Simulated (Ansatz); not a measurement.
All values below come from PBE (plane waves to 420 eV, PAW; Ansatz, an electronic-structure program).

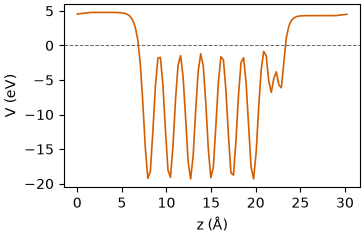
*Planar average of the electrostatic potential across the slab, in eV from the Fermi level, for a constructed model of the (110) surface of bcc Ta, a pseudomorphic layer of Sn in the host's stacking (bottom of the slab: a bare face, its two planes held)*

Slab: 7 atoms, 14.5 Å thick at the start; k 14x14x1, smearing 0.1 eV, dipole-corrected; 2 atoms held, the rest relaxed; start symmetry kept, larger cells not searched; no spin, no spin-orbit, no U. It is one candidate, not shown to be the stable structure of the face.

The vacuum level lies 4.32 eV above the Fermi level over the top face and 4.78 eV above it under the bottom face.
